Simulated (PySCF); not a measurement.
# Ir⁺: atomic calculation

Ir⁺, configuration 1s2 2s2 2p6 3s2 3p6 3d10 4s2 4p6 4d10 4f14 5s2 5p6 5d6 6s2, multiplicity 5. Computed at this level: unrestricted HF, aug-cc-pwCVTZ-PP with ECP60, scalar-relativistic core potential (PySCF).

### The program's output (extracts)
```
damping factor = 0
level_shift factor = 0
DIIS = <class 'pyscf.scf.diis.CDIIS'>
diis_start_cycle = 1
diis_space = 10
diis_damp = 0
SCF conv_tol = 1e-09
SCF conv_tol_grad = None
number electrons alpha = 10  beta = 6
cycle= 1 E= -103.280921770731  delta_E= -0.00531  |g|= 0.0255  |ddm|= 0.0384
cycle= 2 E= -103.281137680474  delta_E= -0.000216  |g|= 0.00665  |ddm|= 0.013
cycle= 3 E= -103.281227164534  delta_E= -8.95e-05  |g|= 0.00399  |ddm|= 0.0155
cycle= 4 E= -103.281290428707  delta_E= -6.33e-05  |g|= 0.00456  |ddm|= 0.0102
cycle= 5 E= -103.281062792374  delta_E= 0.000228  |g|= 0.0019  |ddm|= 0.0506
cycle= 6 E= -103.281032287571  delta_E= 3.05e-05  |g|= 0.000542  |ddm|= 0.0219
cycle= 7 E= -103.28103109124  delta_E= 1.2e-06  |g|= 0.000121  |ddm|= 0.00539
cycle= 8 E= -103.28103109337  delta_E= -2.13e-09  |g|= 2.3e-05  |ddm|= 0.00034
cycle= 9 E= -103.281031093568  delta_E= -1.98e-10  |g|= 4.25e-06  |ddm|= 6.53e-05
converged SCF energy = -103.281031093568  <S^2> = 6.0138637  2S+1 = 5.0055424
```

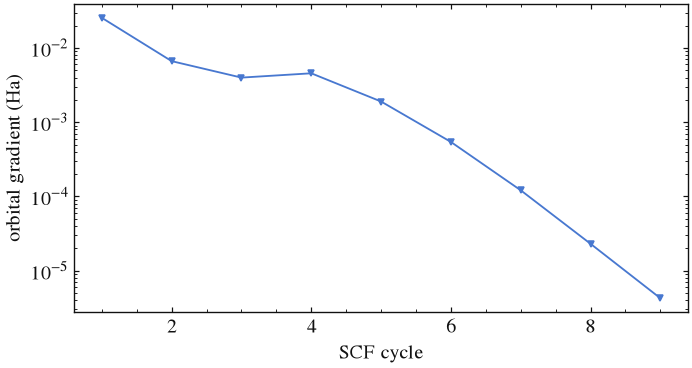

*Convergence: orbital gradient against the SCF cycle.*

The residual falls almost steadily, with no more than small rises or pauses. It goes from 0.025 to 4.2×10⁻⁶ in 9 steps.

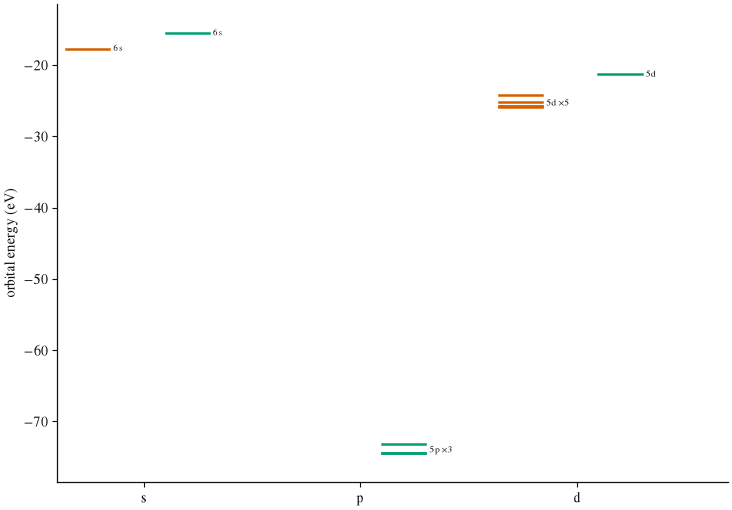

*Orbital energies of the mean field, from the top down to −74.4 eV, by angular momentum, α spin at the left of each column and β at the right; ×n counts the orbitals under one label.*

The highest filled orbital is 6s β at −15.5 eV, the lowest empty one d β at −7.66 eV.

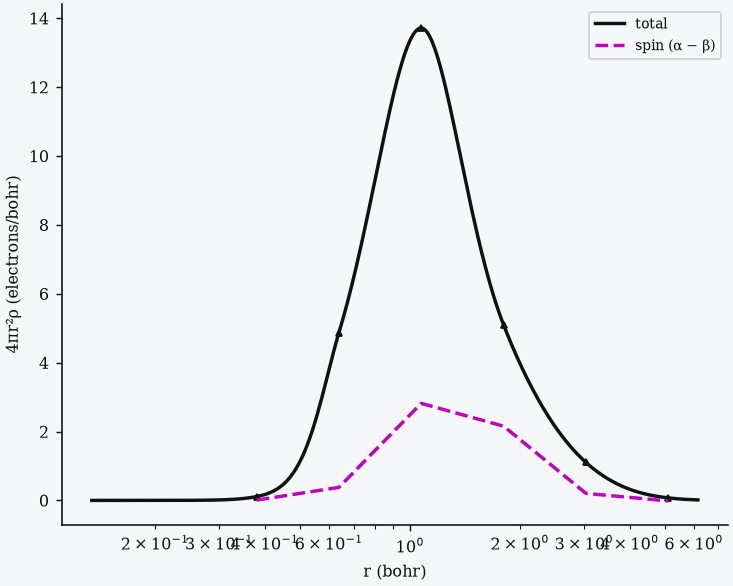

*Spherically averaged radial density 4πr²ρ of the mean field (valence electrons alone, under a core potential) and its spin part; markers are the stored points, which are sparse, and the line is a monotone interpolation between them.*

The largest stored value is 13.7 electrons/bohr at r = 1.1 bohr. Root-mean-square radii of the shells: 5s 1.06, 5p 1.22, 5d 1.72, 6s 2.94 bohr.

### Input
```python
from pyscf import gto, scf, dft, mp, cc
mol = gto.M(atom="Ir 0 0 0", charge=1, spin=4, symmetry="D2h",
            basis="aug-cc-pwCVTZ-PP",
            ecp="aug-cc-pwCVTZ-PP")
mf = scf.UHF(mol)
mf.irrep_nelec = {'Ag': (4, 2), 'B1g': (1, 1), 'B2g': (1, 0), 'B3g': (1, 0), 'B1u': (1, 1), 'B2u': (1, 1), 'B3u': (1, 1)}
mf.kernel()
```

The script is an equivalent of what the driver set up; the driver started from orbitals of its own, so the log can be shorter than this script's would be, and it computed the properties (radii, ⟨L²⟩, response) afterwards. It held the occupations shell by shell, which the script's counts by irreducible representation don't always enforce.

### Key numbers

- outcome: converged
- total energy (valence electrons, under a core potential): −103.281031 hartree
- ⟨S²⟩: 6.014
- ⟨L²⟩: 6.03
- SCF iterations: 9
- hardware: 1 CPU thread, shared host
- CPU time: 7.5 s (integrals apart)

### Notes

This is not the ground configuration of the species.
